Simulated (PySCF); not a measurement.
# Run report: C$_{8}$H$_{22}$GeN$_{2}$, geometry relaxation

System: C$_{8}$H$_{22}$GeN$_{2}$ (GeH2(NHtBu)2), SMILES [H][Ge]([H])([NH]C(C)(C)C)[NH]C(C)(C)C.
Method: PBE0-D3(BJ)/def2-SVP geometry optimisation, gas phase (PySCF 2.14.0).

It belongs to a series of runs on one base structure; here: two ligands: Cl to NHtBu.

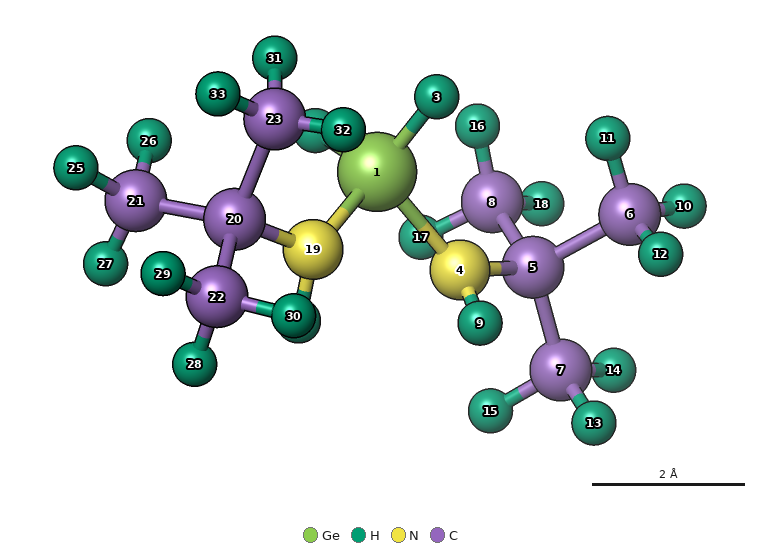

*The structure as given in the input (ball-and-stick view, seen at a tilt; atoms are numbered from 1 in the order of the input). Sticks mark near contacts.*

Bond lengths as drawn: C–C 1.50 to 1.62 Å, C–H 1.04 to 1.16 Å, C–N 1.39 to 1.43 Å, Ge–H 1.42 to 1.51 Å, Ge–N 1.80 to 1.86 Å and H–N 0.96 to 1.03 Å.

The input:
```
{"job": {"xc": "PBE0", "basis": "def2-SVP", "d3": "d3bj", "grid": 1, "maxiter": 40, "shake": 0.03, "kind": "geom"}, "charge": 0, "multiplicity": 1}
Ge     0.574550    -0.063060     0.541440
H      0.254050    -0.183220     2.009270
H      1.941590     0.222490     0.303810
N     -0.485370     1.333900    -0.077660
C     -0.609270     2.705440     0.302630
C      0.612640     3.494570    -0.204080
C     -1.847640     3.356680    -0.229990
C     -0.579400     2.816060     1.842720
H     -0.715650     1.277350    -1.012390
H      0.585280     4.517360     0.133600
H      1.505620     3.018740     0.224920
H      0.675690     3.432720    -1.263510
H     -1.951320     3.364170    -1.347460
H     -2.007890     4.407680     0.106840
H     -2.762330     2.785700     0.121680
H      0.307490     2.459700     2.285080
H     -1.437160     2.227010     2.234420
H     -0.785880     3.844160     2.205720
N     -0.019130    -1.365950    -0.546480
C      0.348120    -2.709460    -0.503460
C     -0.183400    -3.464940     0.677510
C     -0.056600    -3.474470    -1.823560
C      1.969060    -2.731750    -0.551100
H     -1.027410    -1.295280    -0.732170
H      0.241050    -4.539330     0.724790
H      0.184240    -2.938740     1.615110
H     -1.233510    -3.495730     0.749850
H     -1.144690    -3.388090    -1.792440
H      0.274800    -4.463030    -1.862530
H      0.267400    -2.841720    -2.713310
H      2.290710    -2.360540     0.458990
H      2.362520    -2.208970    -1.356560
H      2.307550    -3.751260    -0.557400
```

The first line tells a small driver script what to run in PySCF; the rest is the geometry in Å.

Run on 2 CPU threads, shared host.

Launched with:
```bash
OMP_NUM_THREADS=2 python <driver script> task.json out
```

The program's output:
```
step   0  E = -2503.26009996  max force = 0.085122
step   1  E = -2503.29584336  max force = 0.041493
step   2  E = -2503.30364849  max force = 0.021634
step   3  E = -2503.30811269  max force = 0.009995
step   4  E = -2503.30953423  max force = 0.003363
step   5  E = -2503.30971070  max force = 0.002921
step   6  E = -2503.30981487  max force = 0.001861
step   7  E = -2503.30988227  max force = 0.000918
step   8  E = -2503.30992368  max force = 0.000328
step   9  E = -2503.30992696  max force = 0.000167
optimisation converged
```

Trajectory as extended XYZ (Å, eV, eV/Å), 7 of the 10 frames kept, from step=0 to step=9:
```
33
Properties=species:S:1:pos:R:3:forces:R:3 step=0 energy=-68117.17689
Ge    0.5746   -0.0631    0.5414   -2.6973   1.3053   0.0416
H     0.2540   -0.1832    2.0093   -0.0236  -0.2172   0.7174
H     1.9416    0.2225    0.3038    2.7829   0.2940  -0.3578
N    -0.4854    1.3339   -0.0777   -0.1951  -0.6083   1.9738
C    -0.6093    2.7054    0.3026    1.9096   1.0745   1.3968
C     0.6126    3.4946   -0.2041   -0.0216  -0.8231   1.2561
C    -1.8476    3.3567   -0.2300   -2.4603  -0.2633  -0.3660
C    -0.5794    2.8161    1.8427   -2.8398   0.5431  -0.5748
H    -0.7157    1.2773   -1.0124   -0.4365  -0.6591  -2.7529
H     0.5853    4.5174    0.1336    0.0236   0.8742   0.0524
H     1.5056    3.0187    0.2249    0.1948   0.0852  -0.0922
H     0.6757    3.4327   -1.2635    0.1275   0.0888  -1.4109
H    -1.9513    3.3642   -1.3475    0.4462  -0.0720   0.5400
H    -2.0079    4.4077    0.1068    0.4026  -0.4417  -0.0720
H    -2.7623    2.7857    0.1217    0.7258   0.4240  -0.2025
H     0.3075    2.4597    2.2851    1.5694  -0.6013   0.6080
H    -1.4372    2.2270    2.2344    0.3550  -0.0478   0.0085
H    -0.7859    3.8442    2.2057    0.3534  -0.1402  -0.2919
N    -0.0191   -1.3659   -0.5465   -1.8657   0.7951  -0.9459
C     0.3481   -2.7095   -0.5035    3.5353  -2.3193  -2.2140
C    -0.1834   -3.4649    0.6775    3.1074  -1.0456   1.7744
C    -0.0566   -3.4745   -1.8236   -0.8395   4.3772   0.2797
C     1.9691   -2.7317   -0.5511   -2.8534  -0.9704   3.7806
H    -1.0274   -1.2953   -0.7322    0.3071   0.3283   0.1827
H     0.2410   -4.5393    0.7248   -0.7136   1.3980  -0.0799
H     0.1842   -2.9387    1.6151   -0.3582  -0.5762  -0.6511
H    -1.2335   -3.4957    0.7499   -1.8603  -0.0595  -0.1642
H    -1.1447   -3.3881   -1.7924   -0.5343  -0.5689  -0.4660
H     0.2748   -4.4630   -1.8625    0.6462  -1.9769  -0.0774
H     0.2674   -2.8417   -2.7133   -0.1185  -0.9026   0.8445
H     2.2907   -2.3605    0.4590    0.2765   0.1927  -0.7908
H     2.3625   -2.2090   -1.3566    0.7681   1.4383  -1.7213
H     2.3075   -3.7513   -0.5574    0.2861  -0.9252  -0.2250
33
Properties=species:S:1:pos:R:3:forces:R:3 step=2 energy=-68118.36190
Ge    0.5864   -0.0292    0.5403   -0.4817   0.6135  -0.1027
H     0.2819   -0.2048    2.0393    0.0986  -0.0697   0.1458
H     2.0736    0.2217    0.2979    0.3389  -0.1145   0.0388
N    -0.4670    1.3550   -0.0630   -0.5828  -0.0407  -0.3172
C    -0.6000    2.7484    0.3305    1.0948   0.4424   0.4688
C     0.6044    3.5810   -0.1787   -0.1156  -0.3115   0.1301
C    -1.8829    3.3343   -0.2328   -0.6686  -0.3170  -0.0779
C    -0.6158    2.8678    1.8586   -0.7051  -0.2166  -0.0142
H    -0.6899    1.2629   -1.0507    0.1581  -0.1632  -0.0441
H     0.5401    4.6330    0.1394   -0.0417   0.0503  -0.1172
H     1.5349    3.1653    0.2395    0.0245   0.0091  -0.0391
H     0.6775    3.5233   -1.2752   -0.0126   0.1019  -0.0352
H    -1.9116    3.3094   -1.3355    0.1764   0.0453   0.0077
H    -2.0507    4.3724    0.0908    0.1675   0.0339  -0.0353
H    -2.7551    2.7470    0.1045    0.0938  -0.0036   0.0507
H     0.3233    2.5355    2.3214    0.0868   0.0170  -0.0105
H    -1.4392    2.2559    2.2647    0.1192  -0.1016   0.0175
H    -0.8339    3.8996    2.1726    0.2429   0.0608  -0.0507
N    -0.0137   -1.3611   -0.5658   -0.3594   0.0173  -0.0807
C     0.3816   -2.7525   -0.5205    1.1125  -0.5954  -0.7567
C    -0.1451   -3.5179    0.6892    0.1034   0.2162   0.4693
C    -0.0820   -3.4464   -1.8193   -0.6184   0.8815   0.3587
C     1.9284   -2.8165   -0.5227   -0.5638  -0.3209   0.7244
H    -1.0138   -1.2664   -0.7351   -0.0025   0.0370   0.0917
H     0.2266   -4.5541    0.7159   -0.1240  -0.0433  -0.1171
H     0.2105   -3.0404    1.6198   -0.0525   0.0070  -0.0371
H    -1.2447   -3.5217    0.7335   -0.0340  -0.0552  -0.1063
H    -1.1857   -3.4026   -1.8562    0.0068  -0.2818  -0.0334
H     0.2526   -4.4883   -1.8757    0.0162  -0.0605  -0.0708
H     0.2547   -2.8531   -2.6819    0.2344  -0.1973  -0.0548
H     2.3137   -2.4466    0.4441    0.1478   0.2729  -0.1968
H     2.3426   -2.2552   -1.3675    0.1104   0.0763   0.0223
H     2.2539   -3.8673   -0.5571    0.0299   0.0102  -0.2279
33
Properties=species:S:1:pos:R:3:forces:R:3 step=3 energy=-68118.48338
Ge    0.4722    0.0401    0.4438    0.1436  -0.3276  -0.1418
H     0.2065   -0.1599    1.9589    0.0418   0.0253  -0.0644
H     1.9935    0.2724    0.2208   -0.1069  -0.0072   0.0647
N    -0.6229    1.3556   -0.1896   -0.1134  -0.0632   0.1501
C    -0.6063    2.7209    0.3185   -0.0731   0.0852  -0.2476
C     0.6367    3.4885   -0.1678   -0.0565   0.0484  -0.0592
C    -1.8712    3.4128   -0.1897    0.2011   0.0641   0.0390
C    -0.6246    2.7016    1.8446    0.1038  -0.0590   0.0337
H    -0.8012    1.2903   -1.1918    0.1647   0.1064   0.1545
H     0.6502    4.5284    0.2039   -0.0082  -0.0730  -0.0447
H     1.5588    2.9941    0.1782   -0.0200   0.0078   0.0066
H     0.6707    3.5168   -1.2726   -0.0327   0.0028   0.1408
H    -1.8610    3.4552   -1.2884   -0.0538   0.0447  -0.0881
H    -1.9286    4.4395    0.1962   -0.0636   0.1074  -0.0428
H    -2.7650    2.8624    0.1261   -0.0864  -0.0746   0.0521
H     0.3042    2.2618    2.2511   -0.1049   0.1008   0.0110
H    -1.4728    2.1130    2.2250   -0.0021  -0.0115  -0.0456
H    -0.7127    3.7265    2.2299    0.0514   0.0391   0.0639
N    -0.0612   -1.3558   -0.6277    0.1938   0.1660   0.0936
C     0.4185   -2.7323   -0.5230   -0.5139   0.1903   0.2836
C    -0.1171   -3.4315    0.7355   -0.3987   0.2110  -0.1740
C    -0.0702   -3.4598   -1.7665   -0.1055  -0.3688  -0.0989
C     1.9305   -2.7413   -0.4779    0.4877  -0.1018  -0.2383
H    -1.0651   -1.3125   -0.7788   -0.0799  -0.0939   0.0330
H     0.2428   -4.4603    0.8014    0.0614  -0.3377   0.0235
H     0.1981   -2.9073    1.6461    0.0566   0.1019   0.0929
H    -1.2239   -3.4490    0.7244    0.1713  -0.0273   0.0207
H    -1.1742   -3.4853   -1.8262    0.1054   0.0312   0.1395
H     0.2860   -4.5047   -1.7800   -0.0332   0.0858  -0.0685
H     0.2843   -2.9398   -2.6622    0.1359   0.0196  -0.1624
H     2.3293   -2.2753    0.4354   -0.0594   0.0885   0.0506
H     2.3434   -2.1986   -1.3459    0.0131  -0.0894   0.0920
H     2.3080   -3.7784   -0.4876   -0.0193   0.1091  -0.0693
33
Properties=species:S:1:pos:R:3:forces:R:3 step=4 energy=-68118.52206
Ge    0.5279    0.0111    0.4831    0.0793  -0.0100  -0.0433
H     0.2687   -0.1978    1.9958    0.0166   0.0359  -0.0061
H     2.0499    0.2204    0.2624   -0.0640  -0.0142   0.0286
N    -0.5478    1.3616   -0.1273   -0.1730  -0.0713   0.0002
C    -0.5942    2.7444    0.3332    0.0691   0.0245  -0.0218
C     0.6175    3.5461   -0.1688   -0.0177  -0.0213  -0.0063
C    -1.8795    3.3700   -0.2115    0.0010  -0.0119   0.0213
C    -0.6272    2.7763    1.8611    0.0107  -0.0341  -0.0114
H    -0.7168    1.2856   -1.1282    0.1076   0.0348   0.0309
H     0.5817    4.5966    0.1633   -0.0052  -0.0129  -0.0130
H     1.5554    3.1037    0.2027   -0.0028   0.0014   0.0024
H     0.6569    3.5364   -1.2706   -0.0065   0.0047   0.0333
H    -1.8709    3.3745   -1.3138   -0.0134   0.0022  -0.0035
H    -1.9905    4.4107    0.1288   -0.0047   0.0149  -0.0178
H    -2.7550    2.7926    0.1214    0.0079   0.0066   0.0036
H     0.3101    2.3895    2.2941   -0.0211   0.0080  -0.0066
H    -1.4574    2.1647    2.2458    0.0034   0.0031  -0.0186
H    -0.7575    3.8081    2.2197    0.0225   0.0008   0.0128
N    -0.0375   -1.3581   -0.6049    0.0390   0.0806  -0.0144
C     0.4103   -2.7466   -0.5286    0.0020  -0.0107   0.0364
C    -0.1459   -3.4552    0.7156   -0.0075  -0.0261  -0.0179
C    -0.0910   -3.4581   -1.7880    0.0152   0.0053  -0.0334
C     1.9406   -2.7859   -0.4969   -0.0389  -0.0270  -0.0193
H    -1.0444   -1.3010   -0.7431   -0.0151  -0.0408   0.0391
H     0.1875   -4.5051    0.7679   -0.0287   0.0263   0.0019
H     0.1839   -2.9484    1.6365    0.0059  -0.0029  -0.0128
H    -1.2490   -3.4474    0.7056    0.0496  -0.0031  -0.0035
H    -1.1934   -3.4530   -1.8314    0.0240   0.0080   0.0389
H     0.2393   -4.5088   -1.8172   -0.0034   0.0337  -0.0023
H     0.2792   -2.9388   -2.6847    0.0260  -0.0355   0.0047
H     2.3417   -2.3338    0.4246   -0.0299   0.0279  -0.0065
H     2.3617   -2.2402   -1.3559   -0.0244  -0.0252   0.0295
H     2.3014   -3.8260   -0.5266   -0.0238   0.0280  -0.0250
33
Properties=species:S:1:pos:R:3:forces:R:3 step=6 energy=-68118.52970
Ge    0.4906    0.0168    0.4879    0.0314  -0.0230  -0.0035
H     0.2438   -0.1698    2.0042   -0.0170  -0.0084   0.0021
H     2.0060    0.2391    0.2721    0.0216  -0.0036  -0.0146
N    -0.6045    1.3510   -0.1296   -0.0758  -0.0085   0.0957
C    -0.5976    2.7368    0.3289   -0.0227   0.0374  -0.0240
C     0.6361    3.4928   -0.1810    0.0038   0.0168   0.0055
C    -1.8654    3.4071   -0.2063    0.0049   0.0029  -0.0019
C    -0.6218    2.7644    1.8558    0.0182   0.0156   0.0039
H    -0.7109    1.2947   -1.1390    0.0449   0.0030  -0.0598
H     0.6356    4.5451    0.1447    0.0026   0.0084   0.0081
H     1.5618    3.0224    0.1858    0.0035   0.0034   0.0021
H     0.6666    3.4808   -1.2816    0.0067  -0.0046  -0.0246
H    -1.8748    3.3993   -1.3088    0.0002  -0.0138   0.0056
H    -1.9336    4.4569    0.1189    0.0061  -0.0078   0.0063
H    -2.7566    2.8672    0.1460   -0.0016   0.0053  -0.0019
H     0.2979    2.3343    2.2829    0.0077  -0.0103   0.0028
H    -1.4766    2.1869    2.2374   -0.0067   0.0052   0.0122
H    -0.6986    3.7982    2.2243   -0.0170  -0.0012  -0.0091
N    -0.0645   -1.3595   -0.5924   -0.0317  -0.0399  -0.0214
C     0.4051   -2.7420   -0.5246    0.0222  -0.0030  -0.0169
C    -0.1404   -3.4652    0.7139    0.0233  -0.0003  -0.0034
C    -0.0822   -3.4559   -1.7872    0.0278  -0.0072   0.0076
C     1.9321   -2.7561   -0.4969   -0.0184   0.0405   0.0084
H    -1.0771   -1.3303   -0.6978    0.0036   0.0172   0.0157
H     0.1961   -4.5133    0.7582    0.0110  -0.0003  -0.0016
H     0.1890   -2.9616    1.6363   -0.0007  -0.0062   0.0064
H    -1.2413   -3.4665    0.7058   -0.0321   0.0099   0.0066
H    -1.1833   -3.4595   -1.8282   -0.0157   0.0082  -0.0269
H     0.2570   -4.5026   -1.8110   -0.0062  -0.0215   0.0106
H     0.2953   -2.9446   -2.6848   -0.0182   0.0178   0.0043
H     2.3227   -2.2903    0.4221    0.0116  -0.0225   0.0047
H     2.3377   -2.2013   -1.3554    0.0050   0.0115  -0.0189
H     2.3113   -3.7872   -0.5362    0.0079  -0.0212   0.0201
33
Properties=species:S:1:pos:R:3:forces:R:3 step=8 energy=-68118.53266
Ge    0.4891    0.0092    0.5080    0.0003   0.0101   0.0106
H     0.2383   -0.1754    2.0243   -0.0055  -0.0045  -0.0023
H     2.0054    0.2230    0.2867    0.0069   0.0006  -0.0068
N    -0.6086    1.3456   -0.1110   -0.0019   0.0098  -0.0012
C    -0.5927    2.7394    0.3293    0.0018  -0.0102   0.0031
C     0.6429    3.4841   -0.1938    0.0015   0.0023  -0.0023
C    -1.8587    3.4064   -0.2125   -0.0013   0.0047  -0.0011
C    -0.6123    2.7890    1.8557    0.0025  -0.0010   0.0001
H    -0.6747    1.2897   -1.1257    0.0014  -0.0041  -0.0040
H     0.6446    4.5414    0.1161    0.0005  -0.0004   0.0000
H     1.5681    3.0185    0.1808    0.0005  -0.0002   0.0001
H     0.6743    3.4548   -1.2948    0.0005  -0.0009  -0.0005
H    -1.8753    3.3721   -1.3142    0.0012  -0.0003  -0.0002
H    -1.9164    4.4634    0.0904    0.0002  -0.0002   0.0001
H    -2.7520    2.8816    0.1565   -0.0010  -0.0005   0.0007
H     0.3052    2.3576    2.2869    0.0026   0.0011   0.0000
H    -1.4710    2.2250    2.2494    0.0004  -0.0006   0.0011
H    -0.6832    3.8289    2.2075   -0.0034   0.0003  -0.0010
N    -0.0767   -1.3621   -0.5744   -0.0046  -0.0169   0.0071
C     0.3963   -2.7444   -0.5227    0.0011   0.0146  -0.0067
C    -0.1466   -3.4823    0.7082    0.0000   0.0005   0.0037
C    -0.0906   -3.4434   -1.7939    0.0057  -0.0139   0.0048
C     1.9236   -2.7569   -0.4953   -0.0048   0.0064  -0.0034
H    -1.0912   -1.3321   -0.6599    0.0014   0.0028  -0.0025
H     0.1882   -4.5316    0.7361    0.0006  -0.0035   0.0003
H     0.1888   -2.9935    1.6364    0.0005   0.0007   0.0015
H    -1.2484   -3.4792    0.7064   -0.0012   0.0009  -0.0011
H    -1.1918   -3.4378   -1.8431   -0.0011   0.0048  -0.0027
H     0.2403   -4.4931   -1.8261   -0.0013  -0.0015  -0.0003
H     0.2924   -2.9233   -2.6840   -0.0029   0.0044  -0.0015
H     2.3161   -2.3045    0.4294   -0.0004  -0.0040   0.0042
H     2.3296   -2.1931   -1.3484    0.0007   0.0010  -0.0016
H     2.3026   -3.7884   -0.5440   -0.0009  -0.0025   0.0017
33
Properties=species:S:1:pos:R:3:forces:R:3 step=9 energy=-68118.53275
Ge    0.4885    0.0089    0.5095   -0.0008   0.0041   0.0024
H     0.2356   -0.1762    2.0253   -0.0012  -0.0013  -0.0011
H     2.0053    0.2211    0.2870   -0.0002   0.0007  -0.0014
N    -0.6082    1.3456   -0.1108    0.0032   0.0051  -0.0066
C    -0.5907    2.7398    0.3281    0.0029  -0.0058   0.0021
C     0.6444    3.4835   -0.1981   -0.0001  -0.0018  -0.0008
C    -1.8573    3.4071   -0.2121   -0.0026   0.0023   0.0007
C    -0.6073    2.7912    1.8545   -0.0007  -0.0015  -0.0010
H    -0.6730    1.2888   -1.1258   -0.0001  -0.0018   0.0028
H     0.6471    4.5412    0.1107    0.0000  -0.0004  -0.0010
H     1.5700    3.0180    0.1756    0.0001  -0.0004  -0.0002
H     0.6741    3.4528   -1.2992   -0.0002   0.0001   0.0012
H    -1.8760    3.3710   -1.3137    0.0007   0.0008  -0.0003
H    -1.9137    4.4644    0.0896    0.0001   0.0007  -0.0009
H    -2.7504    2.8834    0.1593    0.0011   0.0001  -0.0001
H     0.3114    2.3610    2.2844    0.0016   0.0024   0.0000
H    -1.4649    2.2274    2.2509    0.0016  -0.0012  -0.0010
H    -0.6787    3.8316    2.2048   -0.0003   0.0000   0.0003
N    -0.0785   -1.3626   -0.5725   -0.0027  -0.0061   0.0068
C     0.3941   -2.7448   -0.5214   -0.0007   0.0086  -0.0048
C    -0.1504   -3.4838    0.7083   -0.0012  -0.0018   0.0032
C    -0.0910   -3.4429   -1.7940   -0.0002  -0.0036   0.0020
C     1.9211   -2.7576   -0.4916    0.0012  -0.0017   0.0001
H    -1.0929   -1.3314   -0.6588    0.0006  -0.0001  -0.0021
H     0.1842   -4.5332    0.7357   -0.0021   0.0010   0.0001
H     0.1842   -2.9960    1.6375   -0.0003   0.0004  -0.0012
H    -1.2522   -3.4801    0.7053    0.0013  -0.0005  -0.0006
H    -1.1922   -3.4356   -1.8456    0.0004   0.0016   0.0008
H     0.2387   -4.4929   -1.8268   -0.0002   0.0012  -0.0003
H     0.2934   -2.9215   -2.6828    0.0003  -0.0008   0.0003
H     2.3123   -2.3076    0.4349   -0.0010  -0.0007   0.0006
H     2.3291   -2.1928   -1.3432    0.0000  -0.0003   0.0013
H     2.2995   -3.7895   -0.5408   -0.0005   0.0007  -0.0015
```

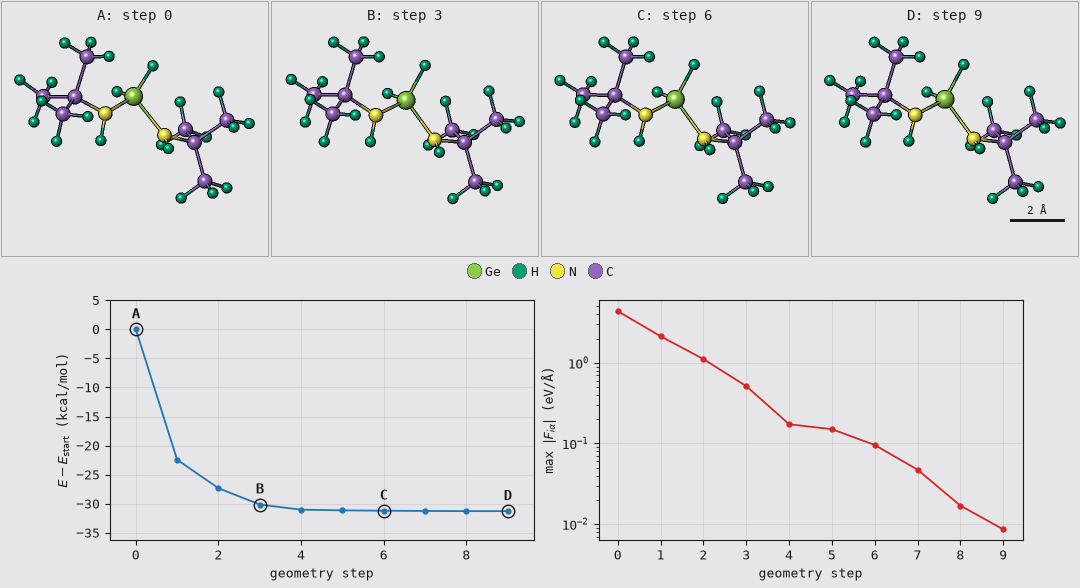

*Frames of the relaxation (ball-and-stick view, seen at a tilt) above the curves, on which the letters mark them (steps are counted from 0).*

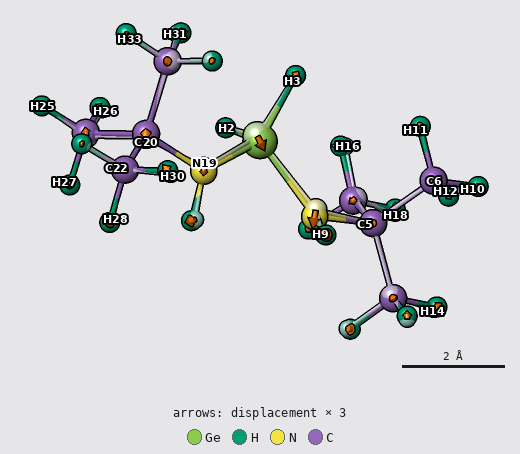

*Start (faint) and end (solid) with the displacements as orange arrows, magnified 3 times (ball-and-stick view, seen at a tilt). The two geometries are laid on each other by the best rigid fit.*

N4 moves most after the best rigid fit: 0.14 Å. Largest moves by element: N 0.14 Å, Ge 0.12 Å, H 0.12 Å, C 0.08 Å. Among the contacts that change: Ge1–H3 1.417 → 1.548 Å, C20–C23 1.622 → 1.527 Å, N19–C20 1.393 → 1.462 Å, C22–H29 1.043 → 1.101 Å. Among the angles that change: C20–C22–H28 101.1° → 110.6°, Ge1–N4–C5 133.0° → 125.8°, H31–C23–H32 115.0° → 108.0°. After 9 geometry steps the energy has fallen by 31.3 kcal/mol. Largest force component: 4.4 eV/Å at the start, 0.0086 eV/Å at the end. (Atoms are counted from 1 in the order of the input.)

Summary:

| quantity | value |
| --- | --- |
| outcome | converged |
| total energy | −2503.309927 hartree |
| dipole moment | 0.29 D |
| point group | C2 |
| wall time | 4.7 min (CPU time 11 min) |
| peak memory | 2.3 GiB |
